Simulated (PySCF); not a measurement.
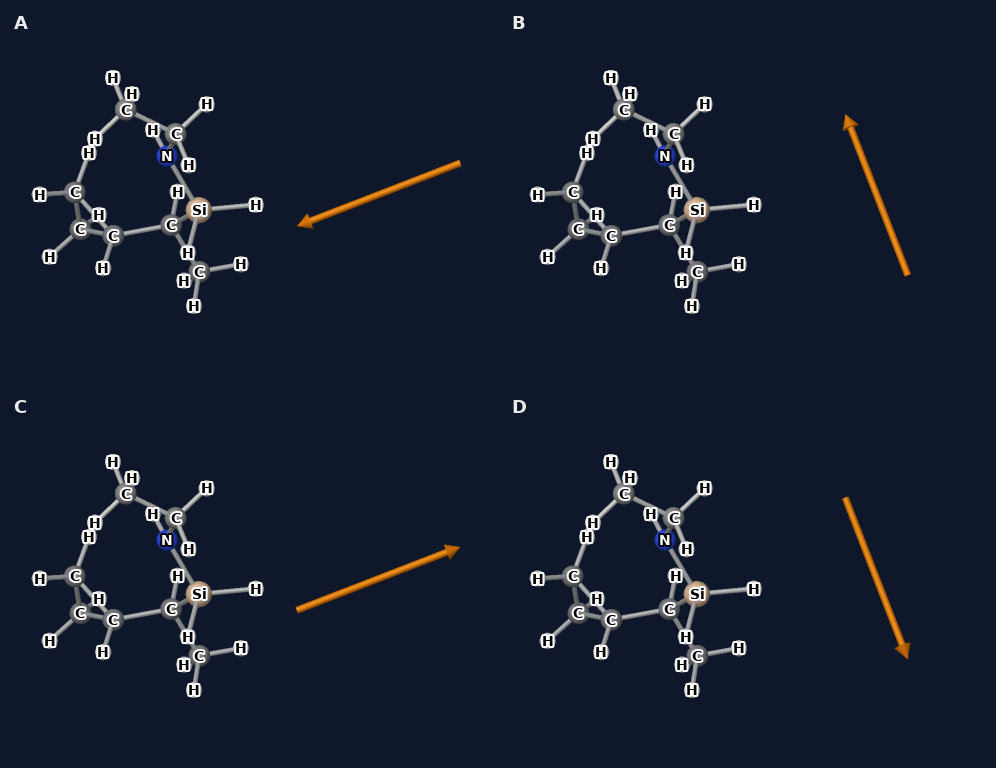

The same molecule four times, each with an arrow. Computed geometry: GFN2-xTB optimisation. No frequency run is at hand to confirm it as a minimum. Method: PBE0/pcSseg-1, gas phase (PySCF 2.14.0).

Which arrow points along the dipole moment, from the negative to the positive end?

Answer. B. The dipole moment is 0.93 D.

The geometry is semi-empirical. Around Si such bond lengths and angles can be off by a tenth of an ångström or more and by several degrees, and values that hang on the shape move with them.
